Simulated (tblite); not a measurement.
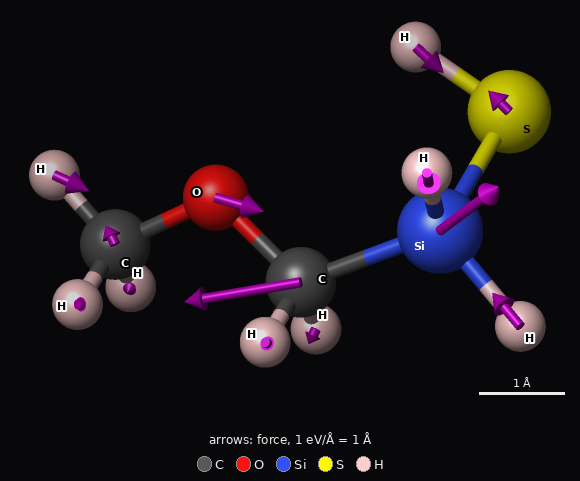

Starting geometry of C₂H₈OSSi with the computed forces as purple arrows. The picture is a ball-and-stick view, seen at a tilt.

Level of theory: GFN2-xTB geometry optimisation, gas phase (tblite). 

Is this structure relaxed? If not, where do the atoms go?

It isn't relaxed: the largest force vector, on a C atom, is 1.47 eV/Å. The final displacements have little in common with the starting forces (cosine between the two patterns 0.20). The atom that moves furthest after the best rigid fit is an H atom (0.50 Å). By element the largest moves are H 0.50 Å, S 0.23 Å, O 0.17 Å, C 0.15 Å, Si 0.09 Å. Near-neighbour distances that change, for instance: C–Si 1.865 → 1.905 Å, H–Si 1.495 → 1.458 Å, C–O 1.442 → 1.415 Å, H–S 1.347 → 1.323 Å. Among the angles between lasting bonds that change: O–C–Si 116.8° → 105.1°, Si–C–H 107.9° → 113.0°, H–Si–H 108.2° → 113.3°. The energy falls by 3.70 kcal/mol in 65 geometry steps. Cost: 0.56 s on 1 thread of Arm Neoverse N1, on a shared host.
